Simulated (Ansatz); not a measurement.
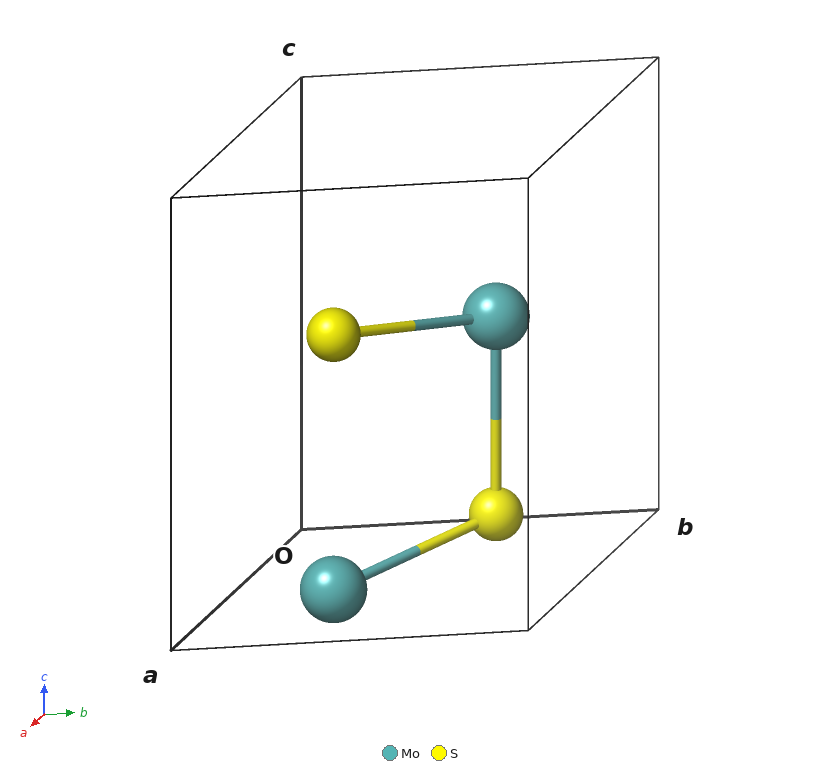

Crystal: MoS, the end point of a relaxation at fixed volume with DFT PBEsol, scalar-relativistic, plane waves, PAW (Ansatz 0.2.0); the starting structure was generated, so it need not be a known form of this composition. One unit cell is drawn above. Symmetry computed with spglib at a tolerance of 0.002 Å; standard conventional cell.

```
Mo S
1.0
     3.91844    0.00000    0.00000
    -1.95922    3.39347    0.00000
     0.00000    0.00000    5.25267
Mo S
2 2
Direct
  0.66667 0.33333 0.03113
  0.33333 0.66667 0.53113
  0.66667 0.33333 0.59407
  0.33333 0.66667 0.09407
```

Question: What is its point group?

Answer: 6mm (C6v), order 12, hexagonal system: one sixfold axis, six mirror planes.

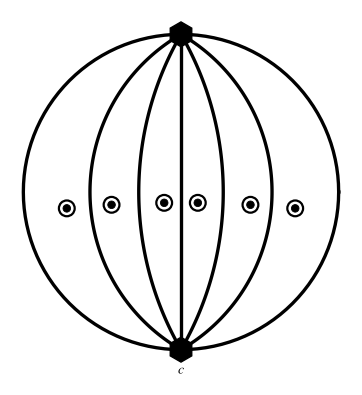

Stereographic projection: filled dots lie in the upper hemisphere, open rings in the lower; heavy lines are mirror planes (a heavy rim: a mirror in the plane of the page); lens, triangle, square and hexagon are 2-, 3-, 4- and 6-fold axes, a lens in an open square is −4, a triangle in an open hexagon −6; thin dashed diameters join the ends of axes that lie in the page; a small open circle marks inversion. The poles are one general form. The b axis points at the viewer.

Question: What does this class allow?

Answer: Class 6mm is not centrosymmetric; polar, so pyroelectricity and piezoelectricity are allowed; it is not chiral. Its Laue class is 6/mmm.
